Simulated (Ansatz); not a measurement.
## Hypothetical rock salt SnC, response to strain

The reference is SnC in the rock salt structure (space group Fm-3m, No. 225; a = 4.801 Å; a hypothetical phase, not in the database extracts checked; relaxed with 0.1 eV smearing).

Strains are applied to the cell and any free atomic positions relax.

All numbers come from Ansatz (a first-principles code), PBE, PAW, cutoff 420 eV, scalar-relativistic without spin-orbit coupling.

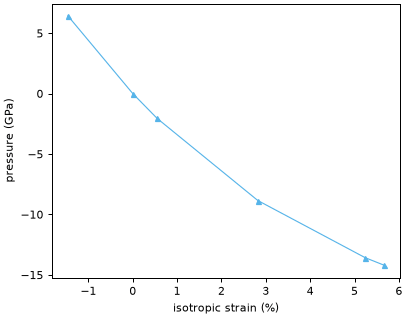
Figure: Pressure against isotropic strain

```
isotropic strain (%)   pressure
--------------------  ---------
-1.46                   6.4 GPa
0.55                   -2.1 GPa
2.82                   -8.9 GPa
5.24                  -13.6 GPa
5.66                  -14.2 GPa
```

Whether these cells are dynamically stable was not tested. All final runs are without spin polarisation.
